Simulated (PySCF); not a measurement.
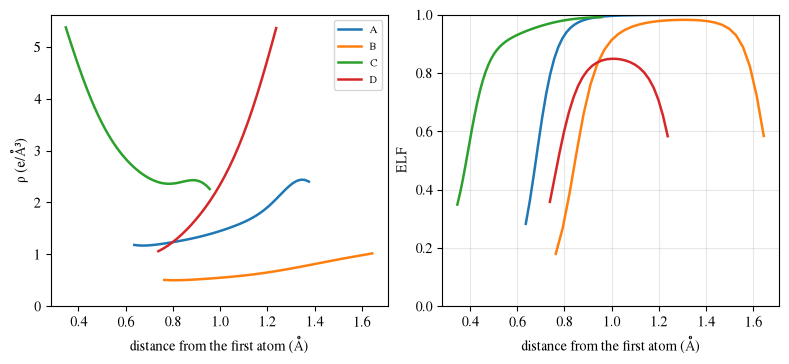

Figure 1: H6OPSi (charge +1). Total electron density and electron localisation function along straight lines between neighbouring atoms. The curves leave out the atomic cores.

Geometry: GFN2-xTB.

The calculation used PBE0/pcSseg-1, SCF density, gas phase, non-relativistic in PySCF 2.14.0.

```
atom    x (Å)    y (Å)    z (Å)
   O  -1.4407   0.9056  -0.3919
  Si  -0.9772  -0.4820   0.2477
   P   1.3059   0.0337   0.0523
   H  -2.3081   1.2641  -0.5741
   H  -1.1438  -1.6489  -0.6050
   H  -1.1815  -0.6102   1.6824
   H   1.7223   1.2305   0.5904
   H   1.8229   0.1442  -1.2189
   H   2.2138  -0.8310   0.6192
```

**Which curve belongs to which contact (O–H, P–H, Si–O and Si–P)? The first atom named is at distance zero.**

Curve A: P–H (1.38 Å): ρ is about 1.2 e/Å³ halfway; the ELF climbs to about 1 towards the hydrogen, as it does in any bond to H. Curve B: Si–P (2.35 Å): ρ at the midpoint is about 0.63 e/Å³, with its minimum of 0.5 e/Å³ about 0.8 Å from Si; the ELF peaks at about 1 between the atoms; a covalent bond. Curve C: O–H (0.96 Å): the density is about 3.7 e/Å³ at the midpoint; the ELF climbs to about 1 towards the hydrogen (a covalent bond by its length). Curve D: Si–O (1.60 Å): ρ at the midpoint is about 1.2 e/Å³; the ELF peaks at about 0.85 between the atoms; a polar covalent bond.
